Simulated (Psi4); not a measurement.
# One shape, several levels: CH3NSn (SMILES N#[C][SnH3])

Aim: a comparison of 4 runs (HF/STO-3G, PBE0/def2-SVP, B2GP-PLYP-D3(0)/def2-TZVPP, CEPA(3)/def2-SVP) of CH3NSn. 

The results are computed with Psi4 1.11.

2 further runs of the same task are left out: 2 that didn't finish.

**1. The system as given**

CH3NSn: 6 atoms, total charge 0, spin state singlet. As SMILES, `N#[C][SnH3]`. The coordinates come from a PBE0-D4/def2-TZVP relaxation.

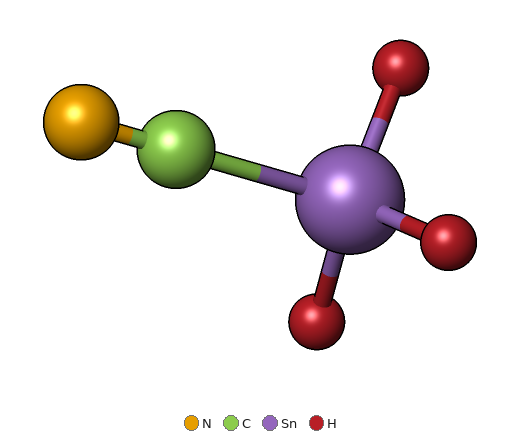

Viewed from a chosen angle; nitrogen amber, carbon green, tin purple, hydrogen red.

**2. Energy and gradient at HF/STO-3G (run 1)**

Contents of ch3nsn.xyz:

```xyz
6
CH3NSn
N      2.057000    -0.924700     1.310700
C      1.149600    -0.518100     0.728500
Sn    -0.513900     0.221600    -0.342800
H     -0.145000     1.830100    -0.731400
H     -0.663700    -0.763700    -1.714300
H     -1.841900     0.090700     0.703000
```

Contents of ch3nsn.py:

```python
import psi4

psi4.set_memory(1600000000)
psi4.set_num_threads(1)
psi4.core.set_output_file('run.log', False)

with open('ch3nsn.xyz') as f:
    atoms = ''.join(f.readlines()[2:])
geom = psi4.geometry('0 1\n' + atoms + 'symmetry c1')

psi4.set_options({
    'puream': True,
    'e_convergence': 1e-09,
    'd_convergence': 1e-08,
    'scf_type': 'pk',
})

energy_value, wavefunction = psi4.gradient("hf/STO-3G", return_wfn=True)
print('gradient / Eh bohr^-1')
print(energy_value.np.round(6))
print(f'energy = {wavefunction.energy():.10f} Eh')
```

Command:

```sh
$ python ch3nsn.py
```

run.log:

```text
[...]
  Running in c1 symmetry.
[...]
  Nuclear repulsion =  204.406460439445340
[...]
  Multiplicity = 1
[...]
  Nalpha       = 33
  Nbeta        = 33
[...]
    Number of basis functions: 40
[...]
   @RHF iter   1: -6055.89544482446581   -3.97285e+00   1.53065e-02 DIIS/ADIIS
[...]
   @RHF iter   9: -6056.19448858730175   -9.09495e-13   6.39174e-09 DIIS
[...]
  @RHF Final Energy: -6056.19448858730175
   => Energetics <=
    Nuclear Repulsion Energy =            204.4064604394453397
    One-Electron Energy =               -8778.7289881262495328
    Two-Electron Energy =                2518.1280390995020753
    Total Energy =                      -6056.1944885873017483
[...]
 Multipole Moments:
 ------------------------------------------------------------------------------------
     Multipole            Electronic (a.u.)      Nuclear  (a.u.)        Total (a.u.)
 ------------------------------------------------------------------------------------
 L = 1.  Multiply by 2.5417464519 to convert [e a0] to [Debye]
 Dipole X            :         -6.1089605            4.8434665           -1.2654940
 Dipole Y            :          2.7238992           -2.1592143            0.5646849
 Dipole Z            :         -3.9296071            3.1157824           -0.8138248
 Magnitude           :                                                    1.6070640
[...]
  -Total Gradient:
     Atom            X                  Y                   Z
    ------   -----------------  -----------------  -----------------
       1       -0.008159556128     0.003571049590    -0.005294535284
       2        0.023800918040    -0.010485289145     0.015395851907
       3       -0.004540561664     0.001993723048    -0.002970392531
       4        0.006452032975     0.021497165161    -0.004449254112
       5       -0.000676716659    -0.014158001526    -0.017943747099
       6       -0.016876116960    -0.002418646877     0.015262076779
[...]
```

The script printed:

```text
gradient / Eh bohr^-1
[[-0.00816   0.003571 -0.005295]
 [ 0.023801 -0.010485  0.015396]
 [-0.004541  0.001994 -0.00297 ]
 [ 0.006452  0.021497 -0.004449]
 [-0.000677 -0.014158 -0.017944]
 [-0.016876 -0.002419  0.015262]]
energy = -6056.1944885873 Eh
```

It took 3.6 s on 1 thread of Intel Xeon Platinum 8259CL at 2.50GHz (Skylake/Cascade Lake), shared host; peak memory 0.19 GiB.

**3. Energy and gradient at PBE0/def2-SVP (core potential) (run 2)**

Contents of job.dat:

```
memory 1600 MB

molecule molecule1 {
  0 1
  N      2.057000    -0.924700     1.310700
  C      1.149600    -0.518100     0.728500
  Sn    -0.513900     0.221600    -0.342800
  H     -0.145000     1.830100    -0.731400
  H     -0.663700    -0.763700    -1.714300
  H     -1.841900     0.090700     0.703000
  symmetry c1
  no_reorient
  no_com
}

set {
  basis                def2-SVP
  puream               true
  e_convergence        1e-09
  d_convergence        1e-08
  scf_type             pk
  dft_radial_points    99
  dft_spherical_points 590
}

e, wfn = gradient("pbe0", return_wfn=True)
print_variables()
```

Command:

```sh
$ psi4 -i job.dat -o job.out -n 1
```

job.out:

```text
[...]
  Running in c1 symmetry.
[...]
  Nuclear repulsion =  104.330604119022212
[...]
  Multiplicity = 1
[...]
  Nalpha       = 19
  Nbeta        = 19
[...]
    Number of basis functions: 69
[...]
   @RKS iter   1:  -308.61230787465286   -1.66142e+00   6.29034e-03 ADIIS/DIIS
[...]
   @RKS iter  10:  -308.72390488257383   -1.98952e-12   5.66780e-09 DIIS
[...]
    Orbital Energies [Eh]
    ---------------------
    Doubly Occupied:
       1A    -14.390713     2A    -10.256957     3A     -5.182072
       4A     -3.516885     5A     -3.513378     6A     -3.513377
       7A     -1.084113     8A     -1.080145     9A     -1.080144
      10A     -1.075780    11A     -1.075778    12A     -0.915633
      13A     -0.591628    14A     -0.443966    15A     -0.380139
      16A     -0.380127    17A     -0.360666    18A     -0.347170
      19A     -0.347158
[...]
  @RKS Final Energy:  -308.72390488257383
   => Energetics <=
    Nuclear Repulsion Energy =            104.3306041190222118
    One-Electron Energy =                -710.2459117186501771
    Two-Electron Energy =                 321.0152016040200920
    DFT Exchange-Correlation Energy =     -23.8237988869658857
    Empirical Dispersion Energy =           0.0000000000000000
    VV10 Nonlocal Energy =                  0.0000000000000000
    Total Energy =                       -308.7239048825738337
[...]
 Multipole Moments:
 ------------------------------------------------------------------------------------
     Multipole            Electronic (a.u.)      Nuclear  (a.u.)        Total (a.u.)
 ------------------------------------------------------------------------------------
 L = 1.  Multiply by 2.5417464519 to convert [e a0] to [Debye]
 Dipole X            :        -15.1474049           13.8709677           -1.2764372
 Dipole Y            :          7.2762890           -6.7070160            0.5692730
 Dipole Z            :         -8.8742738            8.0532569           -0.8210169
 Magnitude           :                                                    1.6209357
[...]
  -Total Gradient:
     Atom            X                  Y                   Z
    ------   -----------------  -----------------  -----------------
       1       -0.015694020195     0.006984325175    -0.010102771608
       2        0.012966324111    -0.005749845540     0.008360690899
       3        0.001165531194    -0.000535558479     0.000722127444
       4       -0.000340680036    -0.001916591830     0.000512154240
       5        0.000265955760     0.001109608525     0.001672946174
       6        0.001636799452     0.000108219809    -0.001165279842
[...]
```

Wall time 17 s (1 thread of Intel Xeon Platinum 8259CL at 2.50GHz (Skylake/Cascade Lake), shared host); peak memory 0.82 GiB.

Run 3 isn't shown in full; the table further down has it.

**4. The energy at CEPA(3)/def2-SVP (density fitting, core potential) (run 4)**

Contents of job.in:

```
memory 1600 mb

molecule {
  0 1
  N      2.057000    -0.924700     1.310700
  C      1.149600    -0.518100     0.728500
  Sn    -0.513900     0.221600    -0.342800
  H     -0.145000     1.830100    -0.731400
  H     -0.663700    -0.763700    -1.714300
  H     -1.841900     0.090700     0.703000
  units angstrom
}

set {
  basis           def2-SVP
  num_frozen_docc 6
}

e, wfn = energy("cepa(3)", return_wfn=True)
```

Command:

```sh
$ psi4 -i job.in -o job.out -n 1
```

job.out:

```text
[...]
    !!!  WARNING: ECP capability is in beta. Please check occupations closely.  !!!
[...]
  Running in c1 symmetry.
[...]
  Nuclear repulsion =  104.330604119022212
[...]
  Multiplicity = 1
[...]
  Nalpha       = 19
  Nbeta        = 19
[...]
    Number of basis functions: 69
[...]
   @RHF iter   1:  -307.26273653137520   -2.40493e+00   3.66918e-03 DIIS/ADIIS
[...]
   @RHF iter  12:  -307.30003574575181   -7.95808e-13   2.14352e-09 DIIS
[...]
    Orbital Energies [Eh]
    ---------------------
    Doubly Occupied:
       1A    -15.574604     2A    -11.255873     3A     -5.906413
       4A     -4.097831     5A     -4.094447     6A     -4.094447
       7A     -1.369009     8A     -1.363441     9A     -1.363440
      10A     -1.357789    11A     -1.357786    12A     -1.198924
      13A     -0.749709    14A     -0.597096    15A     -0.521238
      16A     -0.497604    17A     -0.497590    18A     -0.459372
      19A     -0.459357
[...]
  @RHF Final Energy:  -307.30003574575181
   => Energetics <=
    Nuclear Repulsion Energy =            104.3306041190222118
    One-Electron Energy =                -709.6293373346621820
    Two-Electron Energy =                 297.9986974698880999
    Total Energy =                       -307.3000357457518135
[...]
 Multipole Moments:
 ------------------------------------------------------------------------------------
     Multipole            Electronic (a.u.)      Nuclear  (a.u.)        Total (a.u.)
 ------------------------------------------------------------------------------------
 L = 1.  Multiply by 2.5417464519 to convert [e a0] to [Debye]
 Dipole X            :        -25.6939471           24.3291123           -1.3648348
 Dipole Y            :         11.4484065          -10.8395568            0.6088497
 Dipole Z            :        -16.5315618           15.6537593           -0.8778025
 Magnitude           :                                                    1.7332078
[...]
      * SCS-MP2 total energy:                 -307.690473863663
[...]
      * MP2 total energy:                     -307.694605299158
[...]
```

It took 7.2 s on 1 thread of Intel Xeon Platinum 8259CL at 2.50GHz (Skylake/Cascade Lake), shared host; peak memory 0.34 GiB.

**5. The series**

| run | level | core potential | integration grid | energy (Eh) | HOMO energy (eV) | LUMO energy (eV) | HOMO–LUMO gap (eV) | wall time |
| --- | --- | --- | --- | --- | --- | --- | --- | --- |
| 1 | HF/STO-3G | none | – | -6056.194489 | -10.30 | 9.76 | 20.06 | 3.6 s |
| 2 | PBE0/def2-SVP (core potential) | def2 | 99 radial × 590 angular | -308.723905 | -9.45 | -0.11 | 9.34 | 17 s |
| 3 | B2GP-PLYP-D3(0)/def2-TZVPP (density fitting, core potential, density fitting for correlation) | def2 | 75 radial × 302 angular | -308.600419 | -11.18 | 0.84 | 12.02 | 11 s |
| 4 | CEPA(3)/def2-SVP (density fitting, core potential) | def2 | – | -307.717014 | -12.50 | 2.63 | 15.13 | 7.2 s |

**6. Summary of results**

| quantity | value |
| --- | --- |
| run 4: total energy | -307.71701 Eh |
| run 4: HOMO energy (Hartree–Fock orbitals) | -12.50 eV |
| run 4: LUMO energy (Hartree–Fock orbitals) | 2.63 eV |
| run 4: HOMO–LUMO gap (Hartree–Fock orbitals) | 15.13 eV |
| run 4: correlation energy (6 core orbitals frozen) | -417.0 mEh |

What this shows: Over runs 1, 2, 3 the HOMO–LUMO gap runs from 9.34 eV (PBE0/def2-SVP) to 20.06 eV (HF/STO-3G). The two ends differ in method and basis and core potential. Totals of different functionals can't be ranked against each other. Some runs of one species differ in core potentials or relativity; totals across that change don't compare. In run 1 the basis is minimal, so the values are rough. In run 1 relativity is left out where basis or elements ask for it. All runs together took 39 s, the longest 17 s.
